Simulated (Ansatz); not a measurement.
## Ligand exchange: C3H6 + GeH3I → C2H3I + GeH3(CH3)

Gas-phase species: C3H6 (propene) `C=CC`, singlet; GeH3I `[GeH3][I]`, singlet; C2H3I (vinyl iodide) `C=CI`, singlet; GeH3(CH3) (methyl germane), singlet. The partners trade CH3 for I: C–CH3 and Ge–I bonds give way to C–I and Ge–CH3.

Shapes, held fixed at every level: PBE0-D4/def2-TZVP. Programs: Ansatz 0.2.0. The zero-point and thermal change to 298 K, harmonic and unscaled (PBE0-D4/def2-TZVP), is -5.5 kJ/mol.

```csv
level,kind,ΔH(298 K) (kJ/mol),less CCSD(T)/def2-TZVPP
HF/def2-TZVPP,Hartree–Fock,+126.2,+30.9
r2SCAN-D4/def2-TZVPP,meta-GGA,+103.4,+8.1
B3LYP-D4/def2-TZVPP,global hybrid,+103.8,+8.5
BHLYP-D4/def2-TZVPP,global hybrid,+114.3,+19.0
B2PLYP/def2-TZVPP,double hybrid,+102.2,+6.9
CCSD/def2-SVP,coupled cluster or CI,+118.8,+23.5
CCSD(T)/def2-TZVPP,coupled cluster or CI,+95.3,0.0
```

The highest level, CCSD(T)/def2-TZVPP, gives ΔH(298 K) = +95.3 kJ/mol; the levels span +95.3 to +126.2. The column of differences is taken from that level and isn't an error. No measured value is set beside it here. For atoms past krypton def2 sets carry core potentials with scalar relativity. Relativity is left out for Ge. Outer-core shells of Ge, I are correlated, in sets that cover them unevenly. CCSD(T)/def2-TZVPP lies outside the range of the other correlated levels here, so it shouldn't be taken on trust.

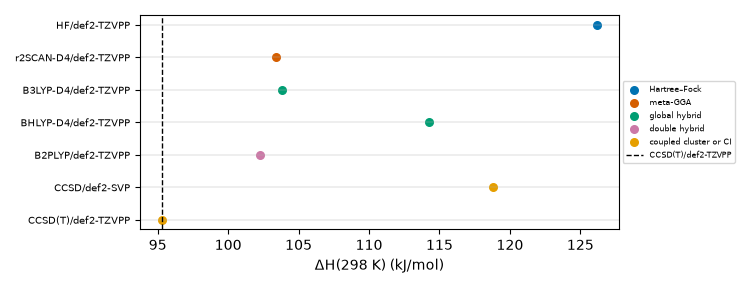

The values of the table, level by level.
